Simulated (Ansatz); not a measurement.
**AlH2O (quartet): one geometry, many settings**

What do other methods and options give for AlH2O (quartet) at this geometry, and how long do they take?

Method: the settings change from run to run; program: Ansatz 0.2.0, Gaussian basis.

37 further runs of the same task are left out: 16 for a known fault of the program, 10 that didn't finish, 11 set aside as unsound or not needed.

## Step 1: What is computed

The geometry is a PBE0/def2-TZVP stationary point (not a proven minimum).

4 atoms, charge 0, spin multiplicity 4.

Atoms are counted from 1 here; the program's logs count them from 0.

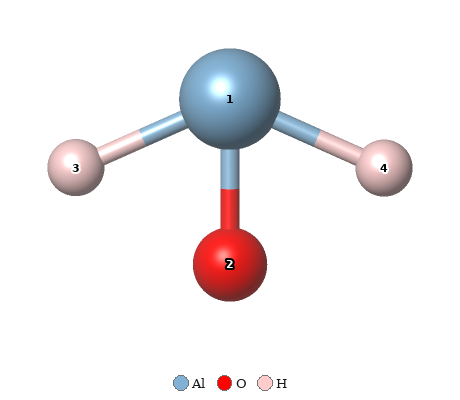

The geometry (aluminium light blue, oxygen red, hydrogen pink); atoms are numbered from 1 in the order of the file.

## Step 2: HF/cc-pVDZ

The input, in.yaml:

```yaml
crystal:
  periodic: [false, false, false]
  atoms:
    - {symbol: Al, position_ang: [0.000000, 0.000000, 0.653528]}
    - {symbol: O, position_ang: [0.000000, 0.000000, -1.093006]}
    - {symbol: H, position_ang: [0.000000, -1.622098, -0.072304]}
    - {symbol: H, position_ang: [0.000000, 1.622098, -0.072304]}
basis:
  gaussian: {orbitals: cc-pVDZ}
magnetization: {spin_polarized: false, initial_magnetization: 3}
hamiltonian: {xc: hf, pseudopotentials: {relativity: none}}
output: {orbitals: {seedname: orbitals}}
```

Launch:

```console
$ ansatz run in.yaml --threads 1 --pin off --events-out ev --progress --plain --max-ram 2393MiB
```

Log:

```text
Functional definition: HF
  name "HF"
  cite "Fock, Z. Phys. 61, 126 (1930) doi:10.1007/BF01340294"
  parent pbe
  exchange = exact_x
  correlation = 0
397 factors; integrals over basis functions are off by at most 1.1e-3 eV
mean field evaluation 1: about -8642.3342 eV, gradient 2.9e1 eV
mean field evaluation 2: about -8642.3783 eV, gradient 2.9e1 eV
mean field evaluation 4: about -8645.4011 eV, gradient 2.3e0 eV
mean field evaluation 8: about -8645.7330 eV, gradient 1.3e0 eV
mean field evaluation 16: about -8645.7410 eV, gradient 5.1e-5 eV
mean field evaluation 32: about -8645.6472 eV, gradient 2.3e-1 eV
mean field evaluation 64: about -8645.6779 eV, gradient 6.2e-1 eV
mean field evaluation 96: about -8644.2554 eV, gradient 2.2e0 eV
mean field evaluation 128: about -8645.5638 eV, gradient 2.6e-1 eV
mean field evaluation 160: about -8645.5741 eV, gradient 4.4e-1 eV
mean field -8645.74102374 eV, -317.7251223287 hartree, gradient 1.5e-5 eV, S^2 3.750000; 4 other end points of the search recorded, 0 dependent functions left out
reference -8645.74102374 eV, -317.7251223287 hartree; 13, 10 occupied and 29, 32 virtual orbitals, 397 factors
Total energy: -8645.74102374 eV, -317.7251223287 hartree
```

It took 0.72 s on 1 thread of Arm Neoverse V2, shared host.

## Step 3: BCCD(T) on UHF/STO-3G

The input, in.yaml:

```yaml
crystal:
  periodic: [false, false, false]
  atoms:
    - {symbol: Al, position_ang: [0.000000, 0.000000, 0.653528]}
    - {symbol: O, position_ang: [0.000000, 0.000000, -1.093006]}
    - {symbol: H, position_ang: [0.000000, -1.622098, -0.072304]}
    - {symbol: H, position_ang: [0.000000, 1.622098, -0.072304]}
basis:
  gaussian: {orbitals: STO-3G}
magnetization: {spin_polarized: true, initial_magnetization: 3}
correlation: {method: bccd_t, electrons: outside_noble_gas, diis_vectors: 1}
```

The command is unchanged.

Log (excerpt; [...] marks lines left out):

```text
Functional definition: HF
  name "HF"
  cite "Fock, Z. Phys. 61, 126 (1930) doi:10.1007/BF01340294"
  parent pbe
[...]
193 factors; integrals over basis functions are off by at most 2.4e-5 eV
[...]
mean field -8538.54229166 eV, -313.7856415867 hartree, gradient 1.6e-6 eV, S^2 3.826954; 8 other end points of the search recorded, 0 dependent functions left out
determinant -8538.54229166 eV, -313.7856415867 hartree, with singles and doubles -8540.25163425 eV, -313.8484587682 hartree
determinant -8538.21476995 eV, -313.7736053857 hartree, with singles and doubles -8539.81876112 eV, -313.8325509742 hartree
determinant -8536.62504264 eV, -313.7151839848 hartree, with singles and doubles -8538.00568911 eV, -313.7659218065 hartree
determinant -8535.52681870 eV, -313.6748249993 hartree, with singles and doubles -8537.15267157 eV, -313.7345739902 hartree
determinant -8538.54229166 eV, -313.7856415867 hartree, with singles and doubles -8540.25049290 eV, -313.8484168244 hartree
determinant -8538.21476995 eV, -313.7736053857 hartree, with singles and doubles -8539.81823298 eV, -313.8325315655 hartree
6 core orbitals not correlated: weight in the atoms' cores, before any rotation towards them, 0.999 or more for the frozen orbitals, at most 0.000 for the correlated occupied ones
reference -8538.54229166 eV, -313.7856415867 hartree; 7, 4 occupied and 3, 6 virtual orbitals, 193 factors
second order -0.90879986 eV of doubles, -0.00000000 eV of singles
cycle   1  -1.69542675 eV  change    1.3e-2 eV  update   1.5e-2
[...]
cycle  14  -1.68179200 eV  change   -5.4e-6 eV  update   4.3e-6
perturbative correction -0.07651742 eV, -0.0028119632 hartree
Total energy: -8540.30060108 eV, -313.8502582660 hartree
```

It took 0.45 s on 1 thread of Arm Neoverse V2, shared host.

From the report: ⟨S²⟩ of the determinant 3.827 (pure quartet: 3.75); correlation -1.7583 eV; largest double amplitude 0.08.

## Step 4: NEVPT2(3,5)/STO-3G

Changes to in.yaml since step 3:

```diff
@@ -9,3 +9,3 @@
   gaussian: {orbitals: STO-3G}
-magnetization: {spin_polarized: true, initial_magnetization: 3}
-correlation: {method: bccd_t, electrons: outside_noble_gas, diis_vectors: 1}
+magnetization: {spin_polarized: false, initial_magnetization: 3}
+correlation: {method: sc_nevpt2, electrons: valence, active_space: {window: {electrons: 3, orbitals: 5}}}
```

Launched as before.

Log (excerpt; [...] marks lines left out):

```text
Functional definition: HF
  name "HF"
  cite "Fock, Z. Phys. 61, 126 (1930) doi:10.1007/BF01340294"
  parent pbe
[...]
193 factors; integrals over basis functions are off by at most 2.4e-5 eV
[...]
mean field -8538.00099006 eV, -313.7657491199 hartree, gradient 7.4e-7 eV, S^2 3.750000; 6 other end points of the search recorded, 0 dependent functions left out
reference -8538.00099006 eV, -313.7657491199 hartree; 13, 10 occupied and 3, 6 virtual orbitals, 193 factors
state -8538.00116445 eV, -313.7657555284 hartree
state -8538.00116445 eV, -313.7657555284 hartree; corrected -8539.28512096 eV, -313.8129400598 hartree
WARN: 2 active orbitals are nearly empty or full. The corrections depend on them more than the energy does, and are more stable in an active space without them
Total energy: -8539.28512096 eV, -313.8129400598 hartree
```

It took 0.3 s on 1 thread of Arm Neoverse V2, shared host.

From the report: 6 determinants; active occupations 1.00, 1.00, 1.00, 0.00, 0.00. The report marks this result as in doubt.

## Step 5: MP2 on UHF/6-31G

The input, in.yaml:

```yaml
crystal:
  periodic: [false, false, false]
  atoms:
    - {symbol: Al, position_ang: [0.000000, 0.000000, 0.653528]}
    - {symbol: O, position_ang: [0.000000, 0.000000, -1.093006]}
    - {symbol: H, position_ang: [0.000000, -1.622098, -0.072304]}
    - {symbol: H, position_ang: [0.000000, 1.622098, -0.072304]}
basis:
  gaussian: {orbitals: 6-31G}
magnetization: {spin_polarized: true, initial_magnetization: 3}
correlation: {method: mp2, electrons: outside_noble_gas}
```

Same command.

Log (excerpt; [...] marks lines left out):

```text
Functional definition: HF
  name "HF"
  cite "Fock, Z. Phys. 61, 126 (1930) doi:10.1007/BF01340294"
  parent pbe
[...]
277 factors; integrals over basis functions are off by at most 2.1e-4 eV
[...]
mean field -8644.73747183 eV, -317.6882424762 hartree, gradient 3.3e-6 eV, S^2 3.822120; 13 other end points of the search recorded, 0 dependent functions left out
6 core orbitals not correlated: weight in the atoms' cores, before any rotation towards them, 1.000 or more for the frozen orbitals, at most 0.000 for the correlated occupied ones
reference -8644.73747183 eV, -317.6882424762 hartree; 7, 4 occupied and 13, 16 virtual orbitals, 277 factors
second order -3.28879864 eV of doubles, -0.00000000 eV of singles
Total energy: -8648.02627046 eV, -317.8091035968 hartree
```

Wall time 0.39 s (1 thread of Arm Neoverse V2, shared host).

From the report: ⟨S²⟩ of the determinant 3.822 (pure quartet: 3.75).

## Step 6: CASSCF(5,5)/def2-SVP

Changes to in.yaml since step 5:

```diff
@@ -8,4 +8,4 @@
 basis:
-  gaussian: {orbitals: 6-31G}
-magnetization: {spin_polarized: true, initial_magnetization: 3}
-correlation: {method: mp2, electrons: outside_noble_gas}
+  gaussian: {orbitals: def2-SVP}
+magnetization: {spin_polarized: false, initial_magnetization: 3}
+correlation: {active_space: {window: {electrons: 5, orbitals: 5}}}
```

The command is unchanged.

Log (excerpt; [...] marks lines left out):

```text
Functional definition: HF
  name "HF"
  cite "Fock, Z. Phys. 61, 126 (1930) doi:10.1007/BF01340294"
  parent pbe
[...]
389 factors; integrals over basis functions are off by at most 1.4e-3 eV
[...]
mean field -8641.72494207 eV, -317.5775340496 hartree, gradient 2.0e-6 eV, S^2 3.750000; 13 other end points of the search recorded, 0 dependent functions left out
reference -8641.72494207 eV, -317.5775340496 hartree; 13, 10 occupied and 29, 32 virtual orbitals, 389 factors
state -8642.41156113 eV, -317.6027668345 hartree
Total energy: -8642.41156113 eV, -317.6027668345 hartree
```

Wall time 3.7 s (1 thread of Arm Neoverse V2, shared host).

From the report: 25 determinants; active occupations 1.97, 1.00, 1.00, 1.00, 0.03.

## Step 7: MP2 on UHF/cc-pVDZ

Changes to in.yaml since step 6:

```diff
@@ -8,4 +8,6 @@
 basis:
-  gaussian: {orbitals: def2-SVP}
-magnetization: {spin_polarized: false, initial_magnetization: 3}
-correlation: {active_space: {window: {electrons: 5, orbitals: 5}}}
+  gaussian: {orbitals: cc-pVDZ, point_charges: [{charge: 0.50, position_ang: [3.311, 0.146, -0.848]}]}
+magnetization: {spin_polarized: true, initial_magnetization: 3}
+correlation: {method: mp2, electrons: outside_noble_gas}
+scf: {lower_state_search: light}
+output: {forces: true}
```

Same command.

Log (excerpt; [...] marks lines left out):

```text
Functional definition: HF
  name "HF"
  cite "Fock, Z. Phys. 61, 126 (1930) doi:10.1007/BF01340294"
  parent pbe
[...]
397 factors; integrals over basis functions are off by at most 1.1e-3 eV
[...]
mean field -8646.38358108 eV, -317.7487358755 hartree, gradient 2.8e-6 eV, S^2 3.831188; 6 other end points of the search recorded, 0 dependent functions left out
6 core orbitals not correlated: weight in the atoms' cores, before any rotation towards them, 1.000 or more for the frozen orbitals, at most 0.000 for the correlated occupied ones
reference -8646.38358108 eV, -317.7487358755 hartree; 7, 4 occupied and 29, 32 virtual orbitals, 397 factors
second order -5.66637302 eV of doubles, -0.00000000 eV of singles
[...]
Total energy: -8652.04995411 eV, -317.9569712433 hartree
Atom 0 at     0.000000     0.000000     0.653528 Å, force    -0.180487     0.090639     0.549485 eV/Å
Atom 1 at     0.000000     0.000000    -1.093006 Å, force     0.351367    -0.027030     0.079666 eV/Å
Atom 2 at     0.000000    -1.622098    -0.072304 Å, force    -0.052961    -0.175891    -0.283681 eV/Å
Atom 3 at     0.000000     1.622098    -0.072304 Å, force    -0.042653     0.110551    -0.215219 eV/Å
Dipole moment:    -0.152893    -0.027671     0.642351 e Å
```

Wall time 0.75 s (1 thread of Arm Neoverse V2, shared host).

From the report: ⟨S²⟩ of the determinant 3.831 (pure quartet: 3.75).

## Step 8: BCCD on UHF/cc-pVDZ

The input, in.yaml:

```yaml
crystal:
  periodic: [false, false, false]
  atoms:
    - {symbol: Al, position_ang: [0.000000, 0.000000, 0.653528]}
    - {symbol: O, position_ang: [0.000000, 0.000000, -1.093006]}
    - {symbol: H, position_ang: [0.000000, -1.622098, -0.072304]}
    - {symbol: H, position_ang: [0.000000, 1.622098, -0.072304]}
basis:
  gaussian: {orbitals: cc-pVDZ}
magnetization: {spin_polarized: true, initial_magnetization: 3}
correlation: {method: bccd, electrons: valence}
```

The command is unchanged.

Log (excerpt; [...] marks lines left out):

```text
Functional definition: HF
  name "HF"
  cite "Fock, Z. Phys. 61, 126 (1930) doi:10.1007/BF01340294"
  parent pbe
[...]
397 factors; integrals over basis functions are off by at most 1.1e-3 eV
[...]
mean field -8646.39406593 eV, -317.7491211866 hartree, gradient 2.3e-6 eV, S^2 3.826528; 14 other end points of the search recorded, 0 dependent functions left out
determinant -8646.39406593 eV, -317.7491211866 hartree, with singles and doubles -8653.00667511 eV, -317.9921300919 hartree
determinant -8646.01657902 eV, -317.7352487985 hartree, with singles and doubles -8652.26350945 eV, -317.9648192574 hartree
determinant -8644.81261041 eV, -317.6910037680 hartree, with singles and doubles -8650.96170796 eV, -317.9169789351 hartree
determinant -8644.12199954 eV, -317.6656242868 hartree, with singles and doubles -8650.45074733 eV, -317.8982014783 hartree
determinant -8644.01818102 eV, -317.6618090264 hartree, with singles and doubles -8650.19873825 eV, -317.8889403152 hartree
determinant -8643.91319119 eV, -317.6579507213 hartree, with singles and doubles -8650.54822277 eV, -317.9017836347 hartree
6 core orbitals not correlated: weight in the atoms' cores, before any rotation towards them, 1.000 or more for the frozen orbitals, at most 0.000 for the correlated occupied ones
reference -8646.39406593 eV, -317.7491211866 hartree; 7, 4 occupied and 29, 32 virtual orbitals, 397 factors
second order -5.60554488 eV of doubles, -0.00000000 eV of singles
cycle   1  -6.53780173 eV  change    7.5e-2 eV  update   2.7e-2
[...]
cycle  12  -6.55038366 eV  change    3.4e-6 eV  update   7.3e-6
Total energy: -8652.94444959 eV, -317.9898433461 hartree
```

Run time: 3.6 s. Hardware: 1 thread of Arm Neoverse V2, shared host.

From the report: ⟨S²⟩ of the determinant 3.827 (pure quartet: 3.75); correlation -6.5504 eV; largest double amplitude 0.07.

## Step 9: CCSD on UHF/cc-pVDZ

Changes to in.yaml since step 8:

```diff
@@ -10,2 +10,2 @@
 magnetization: {spin_polarized: true, initial_magnetization: 3}
-correlation: {method: bccd, electrons: valence}
+correlation: {method: ccsd, electrons: valence}
```

Launched as before.

Log (excerpt; [...] marks lines left out):

```text
Functional definition: HF
  name "HF"
  cite "Fock, Z. Phys. 61, 126 (1930) doi:10.1007/BF01340294"
  parent pbe
[...]
397 factors; integrals over basis functions are off by at most 1.1e-3 eV
[...]
mean field -8646.39406593 eV, -317.7491211866 hartree, gradient 2.3e-6 eV, S^2 3.826528; 14 other end points of the search recorded, 0 dependent functions left out
determinant -8646.39406593 eV, -317.7491211866 hartree, with singles and doubles -8653.00667511 eV, -317.9921300919 hartree
determinant -8646.01657902 eV, -317.7352487985 hartree, with singles and doubles -8652.26350945 eV, -317.9648192574 hartree
determinant -8644.81261041 eV, -317.6910037680 hartree, with singles and doubles -8650.96170796 eV, -317.9169789351 hartree
determinant -8644.12199954 eV, -317.6656242868 hartree, with singles and doubles -8650.45074733 eV, -317.8982014783 hartree
determinant -8644.01818102 eV, -317.6618090264 hartree, with singles and doubles -8650.19873825 eV, -317.8889403152 hartree
determinant -8643.91319119 eV, -317.6579507213 hartree, with singles and doubles -8650.54822277 eV, -317.9017836347 hartree
6 core orbitals not correlated: weight in the atoms' cores, before any rotation towards them, 1.000 or more for the frozen orbitals, at most 0.000 for the correlated occupied ones
reference -8646.39406593 eV, -317.7491211866 hartree; 7, 4 occupied and 29, 32 virtual orbitals, 397 factors
second order -5.60554488 eV of doubles, -0.00000000 eV of singles
cycle   1  -6.61296432 eV  change   -3.6e-4 eV  update   3.5e-3
[...]
cycle  10  -6.61956565 eV  change   -2.4e-7 eV  update   2.7e-6
Total energy: -8653.01363158 eV, -317.9923857373 hartree
```

Run time: 3.4 s. Hardware: 1 thread of Arm Neoverse V2, shared host.

From the report: ⟨S²⟩ of the determinant 3.827 (pure quartet: 3.75); correlation -6.6196 eV; T1 0.050; largest double amplitude 0.07.

## Step 10: CCSDT(Q) on ROHF/STO-3G

Changes to in.yaml since step 9:

```diff
@@ -8,4 +8,6 @@
 basis:
-  gaussian: {orbitals: cc-pVDZ}
-magnetization: {spin_polarized: true, initial_magnetization: 3}
-correlation: {method: ccsd, electrons: valence}
+  gaussian: {orbitals: STO-3G}
+magnetization: {spin_polarized: false, initial_magnetization: 3}
+correlation: {method: ccsdt_q, electrons: outside_noble_gas}
+scf: {lower_state_search: off}
+output: {forces: true}
```

Same command.

Log (excerpt; [...] marks lines left out):

```text
Functional definition: HF
  name "HF"
  cite "Fock, Z. Phys. 61, 126 (1930) doi:10.1007/BF01340294"
  parent pbe
[...]
269 factors; integrals over basis functions are off by at most 3.3e-8 eV
[...]
mean field -8538.00108106 eV, -313.7657524641 hartree, gradient 3.0e-6 eV, S^2 3.750000; 0 other end points of the search recorded, 0 dependent functions left out
6 core orbitals not correlated: weight in the atoms' cores, before any rotation towards them, 0.999 or more for the frozen orbitals, at most 0.000 for the correlated occupied ones
reference -8538.00108106 eV, -313.7657524641 hartree; 7, 4 occupied and 3, 6 virtual orbitals, 269 factors
second order -1.10039486 eV of doubles, -0.25620146 eV of singles
cycle   1  -1.77596876 eV  change   -4.1e-1 eV  update   8.3e-2
[...]
cycle  25  -2.34397811 eV  change   -8.1e-8 eV  update   9.2e-8
perturbative correction -0.00182193 eV, -0.0000669549 hartree
[...]
Total energy: -8540.34688111 eV, -313.8519590256 hartree
Atom 0 at     0.000000     0.000000     0.653528 Å, force     0.000000     0.000000     0.300519 eV/Å
Atom 1 at     0.000000     0.000000    -1.093006 Å, force     0.000000    -0.000000    -1.748877 eV/Å
Atom 2 at     0.000000    -1.622098    -0.072304 Å, force    -0.000000     0.462423     0.724179 eV/Å
Atom 3 at     0.000000     1.622098    -0.072304 Å, force    -0.000000    -0.462423     0.724179 eV/Å
Dipole moment:    -0.000000     0.000000     0.375829 e Å
Checks for a lower state left out: starts, cluster_reference, orbital_swaps, neighbouring_geometries, increment
```

Run time: 6.5 s. Hardware: 1 thread of Arm Neoverse V2, shared host.

From the report: correlation -2.3458 eV; T1 0.051; largest double amplitude 0.09.

## Step 11: The runs in one table

Where basis and cores are those of an earlier UCCSDT(Q)/cc-pVDZ run (-8653.3151 eV), and the state is the same kind, the miss against it is given. † marks a result that the program doubts.

```tsv
level	correlated	functions	energy (eV)	from UCCSDT(Q) (meV)	time
HF/cc-pVDZ		42	-8645.7410		0.72 s
BCCD(T) on UHF/STO-3G	outside noble gas	16	-8540.3006		0.45 s
NEVPT2(3,5)/STO-3G †	valence	16	-8539.2851		0.3 s
MP2 on UHF/6-31G	outside noble gas	26	-8648.0263		0.39 s
CASSCF(5,5)/def2-SVP		42	-8642.4116		3.7 s
MP2 on UHF/cc-pVDZ (beside a point charge)	outside noble gas	42	-8652.0500		0.75 s
BCCD on UHF/cc-pVDZ	valence	42	-8652.9444	370.6	3.6 s
CCSD on UHF/cc-pVDZ	valence	42	-8653.0136	301.4	3.4 s
CCSDT(Q) on ROHF/STO-3G	outside noble gas	16	-8540.3469		6.5 s
```

## Step 12: Summary of results

```
quantity                           value
    runs                               9
quickest     NEVPT2(3,5)/STO-3G †, 0.3 s
 slowest  CCSDT(Q) on ROHF/STO-3G, 6.5 s
```

What this shows: Total energies in different bases, with other cores or another treatment of relativity can't be set against each other. CCSDT(Q) on ROHF/STO-3G took 22 times as long as NEVPT2(3,5)/STO-3G †; the jobs differ in more than the method. Among the correlated runs with a miss given, it spans +301 to +371 meV.
